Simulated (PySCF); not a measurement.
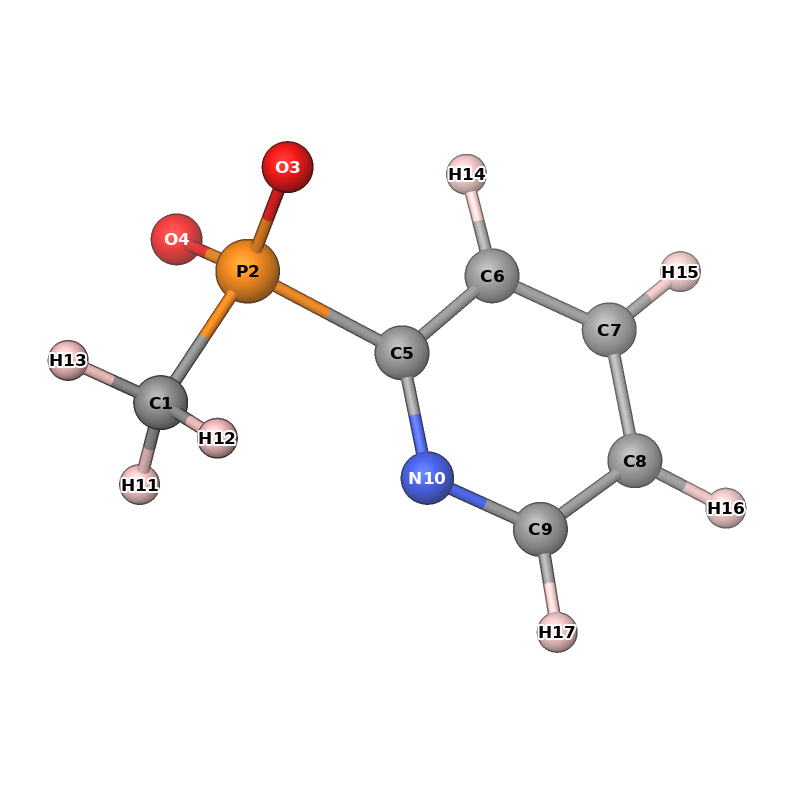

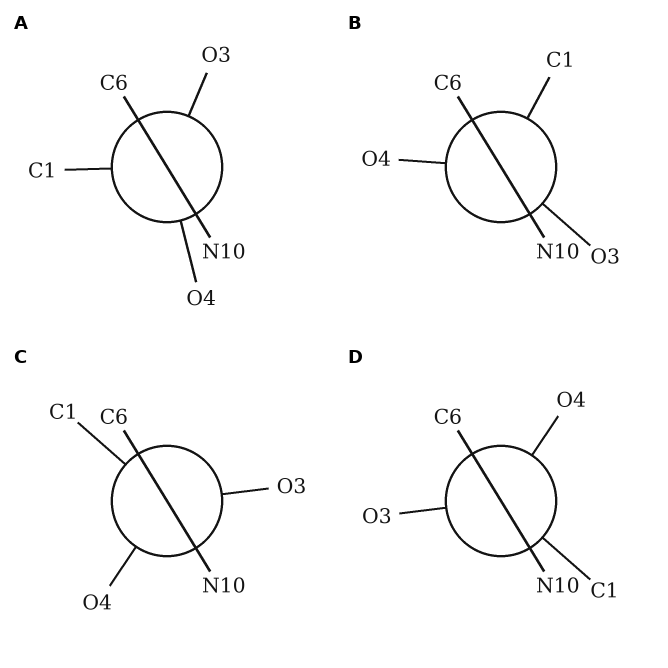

Depth is shown by fading: the farther an atom, the more it takes the colour of the background. Bonds that would overlap in a projection are set slightly apart. Charge −1, singlet. Computed geometry: PBE0-D3(BJ)/def2-SVP optimisation. No frequency run is at hand to confirm it as a minimum.

Which Newman projection shows the view along C5–P2, with C5 in front?

D. The torsion angle N10–C5–P2–O3 is 114°, anticlinal.
